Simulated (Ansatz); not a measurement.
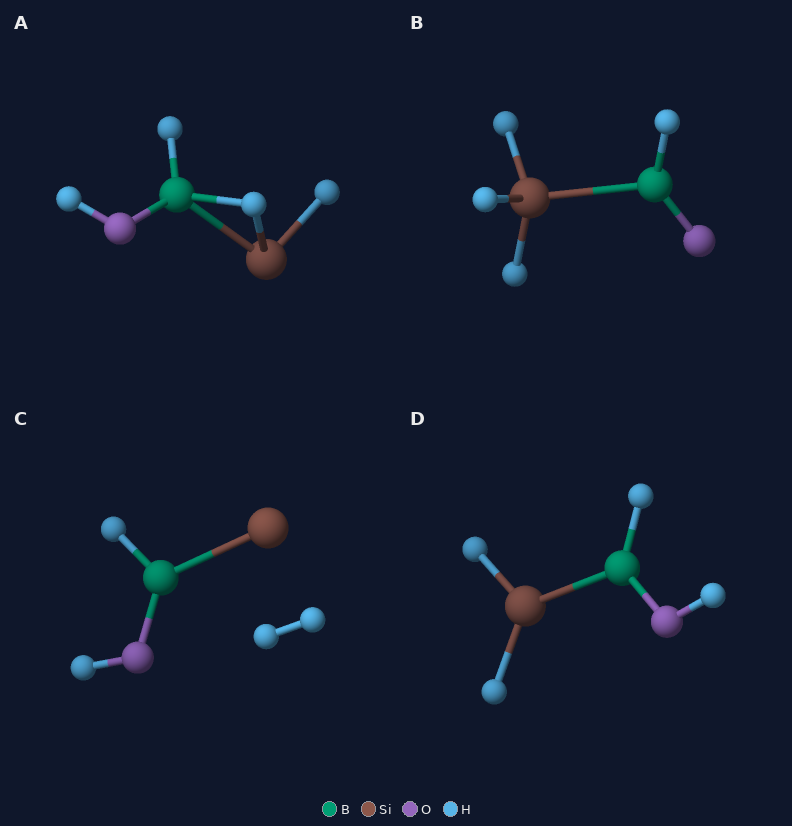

4 stationary structures of one formula. Charge 0, doublet. Geometries: PBE-D4/def2-SVP. Electronic energies: PBE-D4/def2-SVP (Ansatz 0.2.0), without zero-point energy. No frequency run is at hand to confirm each as a minimum. Each is one conformer, not always the lowest.

### Which structure is the most stable?

D is lowest (Cs); B lies 12.0 kJ/mol above it (Cs), A lies 71.4 kJ/mol above it (C1), C lies 163.0 kJ/mol above it.
